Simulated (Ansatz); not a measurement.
# Ba_i (4-fold void) in BaLa2S4 (I-42d): charge-transition levels and formation energies, part 2 of 2

Charge states of Ba_i (4-fold void) in BaLa2S4 (I-42d), set against the band edges. Model: a cell of 56 host atoms with 1 Ba put in.

Ansatz; place-levels on PBEsol runs: charge-transition levels and formation energies with image-charge correction and potential alignment at the atomic sites.

So far. Step 3 (Levels against the band edges, PBEsol): Under PBEsol the gap is 1.92 eV, (+2/+1) 1.48, (+1/0) 1.72, (0/−1) 1.96 (outside the gap) (with band filling) eV.

### Step 4. Effect of the sampling

The relaxations' own energies give the levels at their sampling, for comparison.

levels.relax_mesh.yaml reads:

```yaml
host:
  run: host.relax.run
  levels_from: { run: edges.relax.run }
states: [qm1_M1.relax.run, q0.relax.run, qp1_M1.relax.run, qp2.relax.run, q0_M2.relax.run]
chemical_potentials:
  Ba:
    energy: -5862.611346
    dataset: <sha256 of the dataset>
```

The run is started by

```
$ ansatz place-levels levels.relax_mesh.yaml -- --threads 4 --pin off --max-ram 14131MiB
```

Numbers of over 12 decimals in the logs are rounded to 6 here.

The program printed:

```text
(+2/+1) 1.394 eV above the valence edge, 0.531 eV under the conduction edge
(+1/0) 1.588 eV above the valence edge, 0.336 eV under the conduction edge
[...]
formation energy of charge +2: +1.692 eV with the Fermi level at the valence edge
formation energy of charge +1: +3.087 eV with the Fermi level at the valence edge
formation energy of charge 0: +4.675 eV with the Fermi level at the valence edge
formation energy of charge -1: +6.650 eV with the Fermi level at the valence edge
  edges by pbesol of host.levels_from (edges.relax.run), its mesh sampled to repeats of 38.14 Å (the valence edge +0.076 eV and the conduction edge -0.143 eV from those of the host's own run), gap 1.925 eV; the host is sampled to repeats of 12.45 Å
[... the lines on each state left out ...]
```

Wall time 0.16 s (4 threads of Arm Neoverse V2, shared host).

Levels between neighbouring charges, in eV above the valence top:

```tsv
	gap (eV)	(+2/+1)	(+1/0)	(0/−1)
one point at (¼, ¼, ¼)	1.92	1.39	1.59	1.97
a 2×2×2 shifted mesh	1.92	1.48	1.72	1.96
```

Going from one point at (¼, ¼, ¼) to a 2×2×2 shifted mesh moves the levels that carry no band-filling term by up to 0.13 eV and formation energies against the elements by up to 0.25 eV; band-filling terms, which differ between samplings, are in these energies.

### Step 5. Placing the levels, r2SCAN

r2SCAN on the same structure is run to see how far the result rests on the functional, though not on the errors that semilocal functionals share; the sampling changes too, to one point at (¼, ¼, ¼), so differences hold both changes.

qm1_M1.r2scan/input.yaml reads:

```yaml
crystal:
  checkpoint: "../qm1_M1.relax.run"
  host: checkpoint
total_charge: -1
basis:
  ecutwfc: 500
  xc_grid: 2
hamiltonian:
  xc: r2scan
kpoints:
  mp_grid: { grid: [1, 1, 1], shift: [0.25, 0.25, 0.25] }
magnetization:
  spin_polarized: true
  initial_magnetization: 1
  spin_locking: { lock_magnetization: hard }
scf:
  occupations: { method: fermi_dirac, width: 0.01 }
  max_iter: 100
output:
  forces: true
  eigenvalues: true
  charged_corrections:
    epsilon: [7.76, 7.76, 7.54]
    static_epsilon: [20.97, 20.97, 18.13]
    defect_position: [0.632083, 0.75298, 0.473742]
  eigenstates: { localisation: true }
  populations: true
  efg: {}
checkpoint:
  write: "../qm1_M1.r2scan.run"
  compress: false
  write_wavefunctions: false
  write_every: 100000
```

Elapsed: 3.3 min, on 4 threads; peak memory 5.9 GiB; 13 min of CPU time.

levels.r2scan.yaml reads:

```yaml
host:
  run: host.r2scan.run
  levels_from: { run: edges.r2scan.run }
states: [qm1_M1.r2scan.run, q0.r2scan.run, qp1_M1.r2scan.run, qp2.r2scan.run, q0_M2.r2scan.run]
geometry_from:
  qm1_M1.r2scan.run: qm1_M1.relax.run
  q0.r2scan.run: q0.relax.run
  qp1_M1.r2scan.run: qp1_M1.relax.run
  qp2.r2scan.run: qp2.relax.run
  q0_M2.r2scan.run: q0_M2.relax.run
  host.r2scan.run: host.relax.run
chemical_potentials:
  Ba:
    energy: -5964.46082
    dataset: <sha256 of the dataset>
```

The run is started by

```
$ ansatz place-levels levels.r2scan.yaml -- --threads 4 --pin off --max-ram 14131MiB
```

The program printed:

```text
(+2/+1) 1.745 eV above the valence edge, 0.650 eV under the conduction edge
(+1/0) 2.001 eV above the valence edge, 0.394 eV under the conduction edge
(0/-1) 2.423 eV above the valence edge, in the conduction band
formation energy of charge +2: +2.338 eV with the Fermi level at the valence edge
formation energy of charge +1: +4.084 eV with the Fermi level at the valence edge
formation energy of charge 0: +6.085 eV with the Fermi level at the valence edge
formation energy of charge -1: +8.508 eV with the Fermi level at the valence edge
  edges by r2scan of host.levels_from (edges.r2scan.run), its mesh sampled to repeats of 38.14 Å (the valence edge +0.076 eV and the conduction edge -0.138 eV from those of the host's own run), gap 2.395 eV; the host is sampled to repeats of 12.45 Å
[... the lines on each state left out ...]
```

It took 0.28 s on 4 threads.

Under r2SCAN the gap is 2.40 eV, (+2/+1) 1.75, (+1/0) 2.00, (0/−1) 2.42 (outside the gap) eV.

### Step 6. The ladder

Levels between neighbouring charges, in eV above each run's own valence top:

```tsv
	gap (eV)	(+2/+1)	(+1/0)	(0/−1)	CPU time a state at this stage (restarts are quicker than cold starts)
PBEsol, 2×2×2 shifted mesh	1.92	1.48	1.72	1.96	18 min
r2SCAN on PBEsol structures, (¼, ¼, ¼)	2.40	1.75	2.00	2.42	9.4 min
```

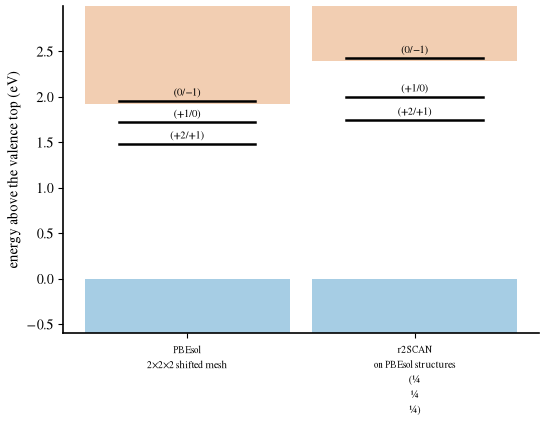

Levels between stable charges at each rung, each against its own band edges (shaded).

### Step 7. Summary of results

```
gap of the host                                                             : 1.92 eV (PBEsol)
level (plus 2/plus 1)                                                       : 1.48 eV above the valence top
level (plus 1/0)                                                            : 1.72 eV above the valence top
level (0/minus 1)                                                           : 1.96 eV above the valence top, past the conduction bottom (2.01 eV above the valence top without the band-filling term)
lowest of the charges placed, just above the valence top (0.02 eV)          : +2
lowest of the charges placed, just below the conduction bottom (0.02 eV)    : 0
lowest formation energy at mid-gap of the charges run, elemental references : 3.64 eV
```

In words: Of the charges placed (−1, 0, +1 and +2), the lowest changes at 1.48 eV (+2/+1) and 1.72 eV (+1/0) above the valence top, in a gap of 1.92 eV. (+2/+1) and (+1/0) lie nearer to a band edge than the share of the finite-size correction in them (0.66 and 0.49 eV), and that correction holds for a localised charge alone. Charges above +2 were not placed, so these runs say nothing of levels that involve them. States placed: +2 at 0 μB; +1 at 1 μB; 0 at 0 μB and 2 μB; −1 at 1 μB. Other spin states or structures, where not listed, weren't placed. The program finds carriers beyond a band edge of the host and adds a band-filling term at charge −1 (-0.06 eV); steps to such a charge show no bound level, and a defect level inside a band would be read the same way. Going from one point at (¼, ¼, ¼) to a 2×2×2 shifted mesh moves the levels that carry no band-filling term by up to 0.13 eV and formation energies against the elements by up to 0.25 eV; band-filling terms, which differ between samplings, are in these energies. Keep in mind: PBEsol makes the gap too small and tends to spread out bound carriers; spin–orbit coupling, which can matter with heavy atoms, is left out; force components of up to 0.17 eV/Å remain in a run at the final settings.

[Logs are printed without paths, hosts, clocks, repeated set-up lines and the standing remarks that a program may print on its own settings, such as how far it seeks lower states.]

[Hosts, paths, dates, database ids (printed as entryN), source tags and the programs' standing remarks are cut or masked in the printed files.]

[Where a table of states has a column of steps, it counts the stored structures, which are thinned; the runs took as many ionic steps or more.]

[A defect's name tells the site on which it was built; relaxed atoms can leave that site.]

[For some hosts the program warned that the k-mesh of the response run may be too coarse for force constants and the static dielectric constant; such warnings are not shown here.]
